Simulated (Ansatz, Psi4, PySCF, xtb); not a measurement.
SiH4 (SMILES [SiH4]) and C2H6 (SMILES CC) are pulled apart as rigid monomers along the line of their centres of mass, from the B3LYP-D3(BJ)/def2-TZVP minimum. Starting geometry (charge 0, multiplicity 1):
```xyz
13

Si    -0.019     0.305     0.285
H     -1.491     0.401     0.411
H      0.436    -1.013     0.780
H      0.617     1.377     1.083
H      0.365     0.457    -1.137
C     -0.728    -0.111     3.955
C      0.752    -0.270     4.289
H     -1.070    -0.894     3.276
H     -0.927     0.851     3.478
H     -1.346    -0.164     4.854
H      0.949    -1.231     4.768
H      1.092     0.514     4.969
H      1.370    -0.218     3.391
```

Interaction energies with rigid monomers; basis-set methods are counterpoise corrected unless marked otherwise.

Correlated levels freeze the cores. Rows in 6-31G* carry no dispersion term and start afresh at each structure (6-31G* with six Cartesian d functions). MP2/6-31G* freezes PySCF's default core.

Codes used: Ansatz (Gaussian orbitals); Psi4 for SAPT; PySCF for 6-31G* rows, the dispersion terms; xtb for the GFN methods. 

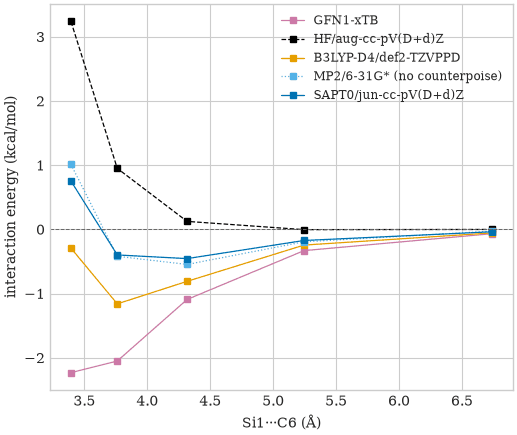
Interaction energy against separation

Which level binds most strongly at Si1···C6 = 3.76, and by how much?

GFN1-xTB, -2.1 kcal/mol.

Ansatz is an electronic-structure program.
